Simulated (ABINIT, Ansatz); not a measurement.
# BaZrO3 (Pm-3m): zone-centre phonons, part 2 of 3

Which modes does BaZrO3 (Pm-3m) have at the zone centre?

ABINIT 10.8.3; DFT LDA, scalar-relativistic, plane waves, PseudoDojo norm-conserving pseudopotentials.

So far. Step 3 (Self-consistent run for the response): The cell stands at -0.78 GPa: the relaxation ran with a smoothed and higher cutoff, and the difference is a stress of the finite basis. Step 5 (Zone-centre response): The acoustic modes at Γ come out as far as 1.3 cm⁻¹ from zero, where they should vanish, a small numerical error; the Born charges miss their sum rule by 0.011 e, which is good. The relaxed cell has a = 4.150 Å (conventional setting).

## Step 6: Zone-centre analysis

anaddb reads the merged derivatives, imposes the acoustic sum rule and charge neutrality, and adds the LO-TO term along chosen directions.

File anaddb.abi:

```
ddb_filepath "gamma_DDB"
output_file "anaddb.abo"
outdata_prefix "anaddb"
asr 1
chneut 1
enunit 2
eivec 1
nph1l 1
qph1l 0.0 0.0 0.0 1.0
dieflag 1
nph2l 3
qph2l 
    1.0 0.0 0.0 0.0
    0.0 0.0 1.0 0.0
    1.0 1.0 1.0 0.0
```

File mrgddb.in:

```
gamma_DDB
merged
2
dfpt_gammao_DS2_DDB
gso_DDB
```

Launch:

```console
mrgddb < mrgddb.in > mrgddb.log
OMP_NUM_THREADS=1 anaddb anaddb.abi > anaddb.log
```

anaddb.abo, the main output file:

```text
[banners, grids, parts of the stress and lines that vanish by symmetry left out]
-outvars_anaddb: echo values of input variables ----------------------

 Flags :
[...]
Dielectric Tensor and Effective Charges
[...]
Effective charge tensors after
[...]
Phonon wavevector (reduced coordinates) :  0.00000  0.00000  0.00000
 Phonon energies in Hartree :
[...]
Phonon energies in meV     :
-  0.000000E+00  0.000000E+00  0.000000E+00  1.206795E+01  1.206795E+01
-  1.206795E+01  2.144795E+01  2.144795E+01  2.144795E+01  2.406856E+01
-  2.406856E+01  2.406856E+01  6.507670E+01  6.507670E+01  6.507670E+01
 Phonon frequencies in cm-1    :
-  0.000000E+00  0.000000E+00  0.000000E+00  9.733462E+01  9.733462E+01
-  9.733462E+01  1.729894E+02  1.729894E+02  1.729894E+02  1.941261E+02
-  1.941261E+02  1.941261E+02  5.248790E+02  5.248790E+02  5.248790E+02
 Phonon frequencies in Thz     :
-  0.000000E+00  0.000000E+00  0.000000E+00  2.918018E+00  2.918018E+00
-  2.918018E+00  5.186091E+00  5.186091E+00  5.186091E+00  5.819753E+00
-  5.819753E+00  5.819753E+00  1.573548E+01  1.573548E+01  1.573548E+01
 Phonon energies in Kelvin  :
-  0.000000E+00  0.000000E+00  0.000000E+00  1.400428E+02  1.400428E+02
-  1.400428E+02  2.488931E+02  2.488931E+02  2.488931E+02  2.793041E+02
-  2.793041E+02  2.793041E+02  7.551837E+02  7.551837E+02  7.551837E+02
[...]
-  1  0.00000000E+00  0.00000000E+00  1.40842549E-03
-     0.00000000E+00  0.00000000E+00  0.00000000E+00
-  2  0.00000000E+00  0.00000000E+00  1.40842459E-03
-     0.00000000E+00  0.00000000E+00  0.00000000E+00
-  3  0.00000000E+00  0.00000000E+00  1.40842471E-03
-     0.00000000E+00  0.00000000E+00  0.00000000E+00
-  4  0.00000000E+00  0.00000000E+00  1.40842471E-03
-     0.00000000E+00  0.00000000E+00  0.00000000E+00
-  5  0.00000000E+00  0.00000000E+00  1.40842485E-03
-     0.00000000E+00  0.00000000E+00  0.00000000E+00
[...]
-  1  0.00000000E+00  1.40842549E-03  0.00000000E+00
-     0.00000000E+00  0.00000000E+00  0.00000000E+00
-  2  0.00000000E+00  1.40842459E-03  0.00000000E+00
-     0.00000000E+00  0.00000000E+00  0.00000000E+00
-  3  0.00000000E+00  1.40842471E-03  0.00000000E+00
-     0.00000000E+00  0.00000000E+00  0.00000000E+00
-  4  0.00000000E+00  1.40842485E-03  0.00000000E+00
-     0.00000000E+00  0.00000000E+00  0.00000000E+00
-  5  0.00000000E+00  1.40842471E-03  0.00000000E+00
-     0.00000000E+00  0.00000000E+00  0.00000000E+00
[...]
-  1  1.40842549E-03  0.00000000E+00  0.00000000E+00
-     0.00000000E+00  0.00000000E+00  0.00000000E+00
-  2  1.40842459E-03  0.00000000E+00  0.00000000E+00
-     0.00000000E+00  0.00000000E+00  0.00000000E+00
-  3  1.40842485E-03  0.00000000E+00  0.00000000E+00
-     0.00000000E+00  0.00000000E+00  0.00000000E+00
-  4  1.40842471E-03  0.00000000E+00  0.00000000E+00
-     0.00000000E+00  0.00000000E+00  0.00000000E+00
[...]
-  5  1.39611201E-03  0.00000000E+00  0.00000000E+00
-     0.00000000E+00  0.00000000E+00  0.00000000E+00
[...]
-     1          0.000000     0.000000     0.000000     0.000000
-     2          0.000000     0.000000    -0.000000     0.000000
[...]
-   1     Real    0.0000E+00  0.0000E+00  0.0000E+00  0.0000E+00  0.0000E+00  0.0000E+00  0.0000E+00
[...]
-   2     Real    0.0000E+00  0.0000E+00  0.0000E+00  0.0000E+00  0.0000E+00  0.0000E+00  0.0000E+00
[...]
-   3     Real    0.0000E+00  0.0000E+00  0.0000E+00  0.0000E+00  0.0000E+00  0.0000E+00  0.0000E+00
[...]
-   4     Real    0.0000E+00  3.2045E-13  3.0721E-04 -1.1083E-14 -3.4316E-10  9.9221E-09  3.0721E-04
[...]
-   5     Real    4.1155E-14  3.0721E-04  3.2045E-13  3.5558E-09 -1.1484E-13 -9.9221E-09  3.0721E-04
[...]
-   6     Real    3.0721E-04  4.1155E-14  0.0000E+00 -3.5558E-09  3.4328E-10  0.0000E+00  3.0721E-04
[...]
-   7     Real    0.0000E+00  0.0000E+00  0.0000E+00  0.0000E+00  0.0000E+00  0.0000E+00  0.0000E+00
[...]
-   8     Real    0.0000E+00  0.0000E+00  0.0000E+00  0.0000E+00  0.0000E+00  0.0000E+00  0.0000E+00
[...]
-   9     Real    0.0000E+00  0.0000E+00  0.0000E+00  0.0000E+00  0.0000E+00  0.0000E+00  0.0000E+00
[...]
-  10     Real    0.0000E+00  1.2255E-14  4.9368E-04  0.0000E+00 -7.5704E-10  2.4597E-09  4.9368E-04
[...]
-  11     Real    4.6478E-13  4.9368E-04  1.2255E-14 -1.5148E-08  7.5472E-14 -2.4597E-09  4.9368E-04
[...]
-  12     Real    4.9368E-04  4.6478E-13  0.0000E+00  1.5148E-08  7.5696E-10  2.3226E-14  4.9368E-04
[...]
-  13     Real    0.0000E+00  0.0000E+00  5.2633E-04  0.0000E+00  0.0000E+00  0.0000E+00  5.2633E-04
[...]
-  14     Real    0.0000E+00  5.2633E-04  0.0000E+00 -1.1668E-09  0.0000E+00  0.0000E+00  5.2633E-04
[...]
-  15     Real    5.2633E-04  0.0000E+00  0.0000E+00  1.1668E-09  0.0000E+00  0.0000E+00  5.2633E-04
[...]
Phonon at Gamma, with non-analyticity in the
[...]
Phonon energies in Hartree :
[...]
Phonon energies in meV     :
[...]
Phonon frequencies in cm-1    :
[...]
Phonon frequencies in Thz     :
[...]
Phonon energies in Kelvin  :
[...]
-  1.981825E+02  2.488931E+02  2.488931E+02  2.488931E+02  2.793041E+02
-  2.793041E+02  5.260453E+02  7.551837E+02  7.551837E+02  1.027363E+03
[...]
-  1  0.00000000E+00  0.00000000E+00 -1.40842549E-03
-     0.00000000E+00  0.00000000E+00  0.00000000E+00
-  2  0.00000000E+00  0.00000000E+00 -1.40842459E-03
-     0.00000000E+00  0.00000000E+00  0.00000000E+00
-  3  0.00000000E+00  0.00000000E+00 -1.40842471E-03
-     0.00000000E+00  0.00000000E+00  0.00000000E+00
-  4  0.00000000E+00  0.00000000E+00 -1.40842471E-03
-     0.00000000E+00  0.00000000E+00  0.00000000E+00
-  5  0.00000000E+00  0.00000000E+00 -1.40842485E-03
-     0.00000000E+00  0.00000000E+00  0.00000000E+00
[...]
Phonon at Gamma, with non-analyticity in the
[...]
Phonon energies in Hartree :
[...]
Phonon energies in meV     :
-  0.000000E+00  0.000000E+00  0.000000E+00  1.206795E+01  1.206795E+01
-  1.707804E+01  2.144795E+01  2.144795E+01  2.144795E+01  2.406856E+01
-  2.406856E+01  4.533108E+01  6.507670E+01  6.507670E+01  8.853134E+01
 Phonon frequencies in cm-1    :
-  0.000000E+00  0.000000E+00  0.000000E+00  9.733462E+01  9.733462E+01
[...]
Phonon frequencies in Thz     :
[...]
Phonon energies in Kelvin  :
[...]
Phonon at Gamma, with non-analyticity in the
[...]
Phonon energies in Hartree :
[...]
Phonon energies in meV     :
[...]
Phonon frequencies in cm-1    :
[...]
Phonon frequencies in Thz     :
[...]
Phonon energies in Kelvin  :
[...]
-  1.981825E+02  2.488931E+02  2.488931E+02  2.488931E+02  2.793041E+02
-  2.793041E+02  5.260453E+02  7.551837E+02  7.551837E+02  1.027363E+03
[...]
-  4  1.12173350E-03  2.86612714E-03 -3.85225513E-04
-     0.00000000E+00  0.00000000E+00  0.00000000E+00
-  5  1.12173350E-03 -7.36507983E-04  1.49910839E-03
-     0.00000000E+00  0.00000000E+00  0.00000000E+00
[...]
Direction                     Dielectric constant
[...]
0.00000   0.00000   1.00000     64.44858896
   1.00000   1.00000   1.00000     64.44858896
-
```

Run time: 1 s. Hardware: 1 thread of Intel Xeon Platinum 8488C (Sapphire Rapids), shared host.

This step gave:

- lowest optical zone-centre mode: 97.33 cm⁻¹
- mean static dielectric constant: 64.45
- highest mode moved by the LO-TO term: 714.0 cm⁻¹

No LO-TO term; unit eigenvectors of the mass-weighted matrix, from anaddb's displacements. The modes at Γ (shares of kinetic energy by element, %):

```
mode  frequency (cm⁻¹)  symmetry  Ba %  Zr %  O %
   1               0.0  acoustic    50    33   17
   2               0.0  acoustic    50    33   17
   3               0.0  acoustic    50    33   17
   4              97.3       T1u    42     9   49
   5              97.3       T1u    42     9   49
   6              97.3       T1u    42     9   49
   7             173.0       T2u     0     0  100
   8             173.0       T2u     0     0  100
   9             173.0       T2u     0     0  100
  10             194.1       T1u     8    56   36
  11             194.1       T1u     8    56   36
  12             194.1       T1u     8    56   36
  13             524.9       T1u     0     2   97
  14             524.9       T1u     0     2   97
  15             524.9       T1u     0     2   97
```

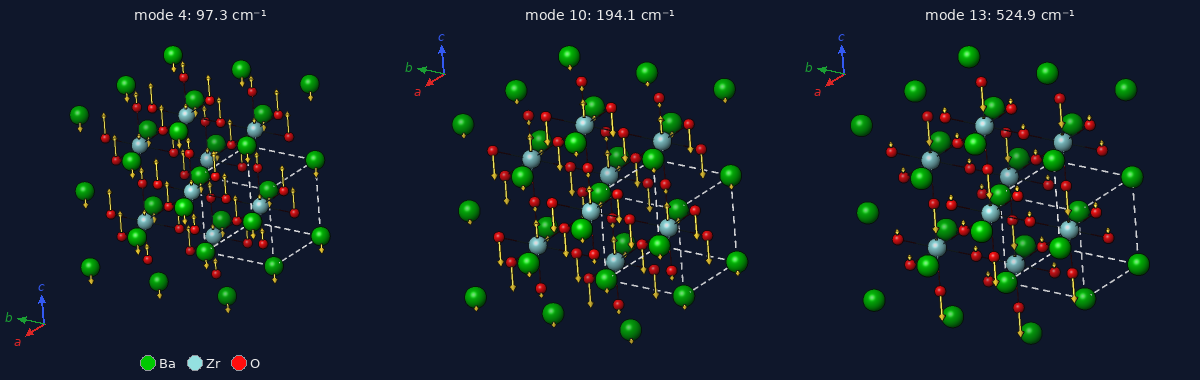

Displacement patterns of modes 4, 10 and 13 at Γ; arrows are exaggerated. 2×2×2 cells are drawn. Some periodic images of atoms are drawn too.

Trace of the oscillator strength, degenerate modes summed. Lines of the infrared spectrum (strongest = 100):

```
position (cm⁻¹)  lines merged  IR intensity, relative
             97             3                      58
            173             3                     0.0
            194             3                      94
            525             3                     100
```

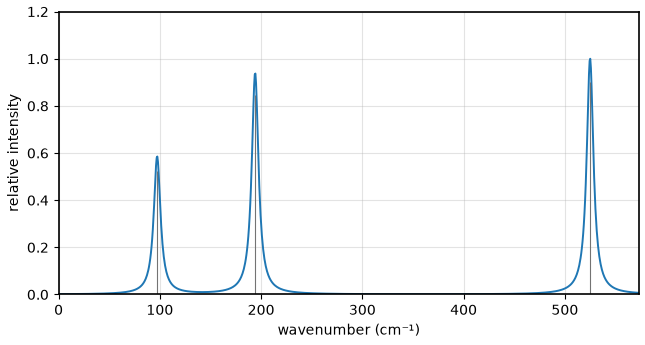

The infrared spectrum, broadened with Lorentzians of width 8 cm⁻¹; bars mark the lines.

Static dielectric tensor (ions relaxed, fixed cell):

```
64.45  0.00  0.00
 0.00 64.45  0.00
 0.00  0.00 64.45
```

The rule moves no optical mode by more than 0.1 cm⁻¹.

(Part 2 of 3 ends here.)

[Host names and launcher messages were left out of these logs when they were recorded.]

[Logs are printed without paths, hosts, clocks, repeated set-up lines and the standing remarks that a program may print on its own settings, such as how far it seeks lower states.]

[Hosts, paths, dates, database ids (printed as entryN), source tags and the programs' standing remarks are cut or masked in the printed files.]
